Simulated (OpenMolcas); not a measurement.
**CH4 (methane): CCSD(T)/pcseg-2**

Aim: the energy change on altering one bond length of CH4 (methane) at CCSD(T)/pcseg-2, from 2 runs. 

The calculation is run with OpenMolcas 26.06.

### Step 1. The molecule

The species is CH4 (5 atoms), meant as a singlet with charge 0. SMILES: `C`. The shape is that of a PBE0-D4/def2-TZVP optimisation.

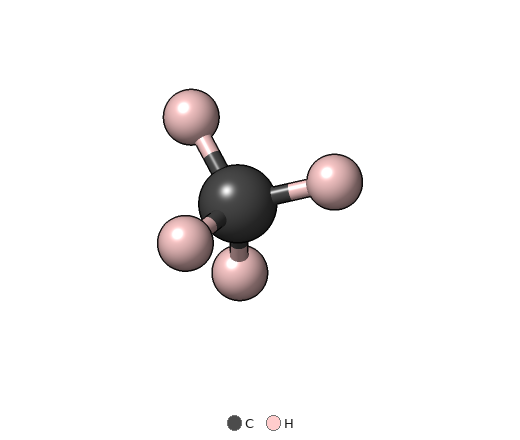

Viewed from a chosen angle; carbon dark grey, hydrogen pink.

### Step 2. A single-point energy at CCSD(T)/pcseg-2

Input file job.input:

```
* CH4 CCSD(T)
>>> EXPORT MOLCAS_PRINT=2
&GATEWAY
BasLib
$CurrDir
Coord
5
angstrom
C        0.000000       0.000000       0.000000
H        0.159000      -0.243200       1.050200
H       -1.006700       0.395200      -0.132900
H        0.119700      -0.899500      -0.603300
H        0.728100       0.747400      -0.313900
Basis
pcseg-2
Group
NoSym
&SEWARD
&SCF
PrOrbitals
1 1
&RASSCF
FileOrb
$Project.ScfOrb
Spin
1
Nactel
0 0 0
Inactive
5
Ras2
0
OutOrbitals
Canonical
OrbListing
Nothing
&MOTRA
JobIph
Frozen
1
&CCSDT
CCT
Triples
2
Iterations
50
Extrapolation
5 4
```

The basis set pcseg-2 is read from a file made from the Basis Set Exchange's data (not shown).

The run is started by

```
$ export MOLCAS_MEM=1860
$ pymolcas job.input > job.log
```

Standard output, shortened:

```text
--- Start Module: gateway ---
[...]
--- Stop Module: gateway /rc=_RC_ALL_IS_WELL_ ---
[...]
      Basis functions           86
[...]
       Convergence after   9 Iterations
[...]
::    Total SCF energy                                -40.2125174278
[...]
      Total spin, S                                     0.0000000000
[...]
      Number of active orbitals                  0
[...]
      Spin quantum number                      0.0
[...]
      Active orbitals                            0
[...]
      Number of CSFs                             1
[...]
      Number of root(s) required                 1
[...]
      Convergence after  4 iterations
[...]
      Natural orbitals and occupation numbers for root  1
      ************************************************************************************************************************
      *                                                    Final results                                                     *
      ************************************************************************************************************************
[...]
::    RASSCF root number  1 Total energy:    -40.21251743
[...]
      Total electronic charge=   10.000000
      Total            charge=   -0.000000
[...]
      Dipole Moment (debye):
      Origin of the operator (angstrom)=    0.0000   -0.0000    0.0000
                   X=  2.4049E-05               Y=  3.2674E-05               Z=  2.7042E-05           Total=  4.8757E-05
      Quadrupole Moment (debye*angstrom):
[...]
--- Start Module: motra ---
[...]
      *** WARNING: Default frozen orbitals is overwritten by user input.
      *** Default values:   1
[...]
--- Stop Module: motra /rc=_RC_ALL_IS_WELL_ ---
[...]
--- Start Module: ccsdt ---
[...]
      Convergence after                    11  Iterations
      Total energy (diff) :     -40.42912052      -0.00000002
[...]
 METHOD                       : CCSD+T(CCSD)+<T3(1)WT1> = CCSD(T)
[...]
       CCSD     =       -40.4291205219976
[...]
--- Stop Module: ccsdt /rc=_RC_ALL_IS_WELL_ ---
[...]
```

Wall time 14 s (1 thread of Arm Neoverse V2, shared host); peak memory 0.47 GiB.

### Step 3. The distorted shape, same level

Input file job.input:

```
&gateway
 baslib
 $CurrDir
 coord
 5
 angstrom
 C        0.503310      -0.197584       0.066445
 H        0.662310      -0.440784       1.116645
 H       -1.006700       0.395200      -0.132900
 H        0.623010      -1.097084      -0.536855
 H        1.231410       0.549816      -0.247455
 basis
 pcseg-2
 group
 NoSym

&seward

&scf
 prorbitals
 1 1

&rasscf
 fileorb
 $Project.ScfOrb
 spin
 1
 nactel
 0 0 0
 inactive
 5
 ras2
 0
 outorbitals
 Canonical
 orblisting
 Nothing

&motra
 jobiph
 frozen
 1

&ccsdt
 cct
 triples
 2
 iterations
 50
 extrapolation
 5 4
```

The basis set pcseg-2 is read from a file made from the Basis Set Exchange's data (not shown).

The run is started by

```
$ export MOLCAS_MEM=1860
$ pymolcas job.input > job.log
```

Standard output, shortened:

```text
--- Start Module: gateway ---
[...]
--- Stop Module: gateway /rc=_RC_ALL_IS_WELL_ ---
[...]
      Basis functions           86
[...]
       Convergence after   9 Iterations
[...]
::    Total SCF energy                                -40.1275666760
[...]
      Total spin, S                                     0.0000000000
[...]
      Number of active orbitals                  0
[...]
      Spin quantum number                      0.0
[...]
      Active orbitals                            0
[...]
      Number of CSFs                             1
[...]
      Number of root(s) required                 1
[...]
      Convergence after  4 iterations
[...]
      Natural orbitals and occupation numbers for root  1
      ************************************************************************************************************************
      *                                                    Final results                                                     *
      ************************************************************************************************************************
[...]
::    RASSCF root number  1 Total energy:    -40.12756668
[...]
      Total electronic charge=   10.000000
      Total            charge=   -0.000000
[...]
      Dipole Moment (debye):
      Origin of the operator (angstrom)=    0.4717   -0.1852    0.0623
                   X=  7.1555E-01               Y= -2.8091E-01               Z=  9.4516E-02           Total=  7.7451E-01
      Quadrupole Moment (debye*angstrom):
[...]
--- Start Module: motra ---
[...]
      *** WARNING: Default frozen orbitals is overwritten by user input.
      *** Default values:   1
[...]
--- Stop Module: motra /rc=_RC_ALL_IS_WELL_ ---
[...]
--- Start Module: ccsdt ---
[...]
      Convergence after                    12  Iterations
      Total energy (diff) :     -40.35180387      -0.00000008
[...]
 METHOD                       : CCSD+T(CCSD)+<T3(1)WT1> = CCSD(T)
[...]
       CCSD     =       -40.3518038687998
[...]
--- Stop Module: ccsdt /rc=_RC_ALL_IS_WELL_ ---
[...]
```

Wall time 14 s (1 thread of Arm Neoverse V2, shared host); peak memory 0.47 GiB.

### Step 4. Results

At CCSD(T)/pcseg-2, 1 core orbital frozen:

```
                                                         quantity         value
                                        first shape: total energy  -40.43507 Eh
                  first shape: dipole moment (mean-field density)        0.00 D
                 first shape: HOMO energy (Hartree–Fock orbitals)     -14.83 eV
                 first shape: LUMO energy (Hartree–Fock orbitals)       2.73 eV
               first shape: HOMO–LUMO gap (Hartree–Fock orbitals)      17.55 eV
          first shape: correlation energy (1 core orbital frozen)    -222.6 mEh
                                      first shape: (T) correction     -5.95 mEh
                                    distorted shape: total energy  -40.35921 Eh
              distorted shape: dipole moment (mean-field density)        0.77 D
             distorted shape: HOMO energy (Hartree–Fock orbitals)     -11.80 eV
             distorted shape: LUMO energy (Hartree–Fock orbitals)       2.28 eV
           distorted shape: HOMO–LUMO gap (Hartree–Fock orbitals)      14.08 eV
      distorted shape: correlation energy (1 core orbital frozen)    -231.6 mEh
                                  distorted shape: (T) correction     -7.40 mEh
energy change with the C1–H3 bond stretched from 1.090 to 1.634 Å      2.064 eV
```

What this shows: With the C1–H3 bond stretched from 1.090 to 1.634 Å the energy rises by 2.06 eV (48 kcal/mol). The first shape isn't relaxed at this level, so the change isn't measured from a minimum. The triples (first shape) make up 2.7 % of the correlation energy. The triples (distorted shape) make up 3.2 % of the correlation energy.
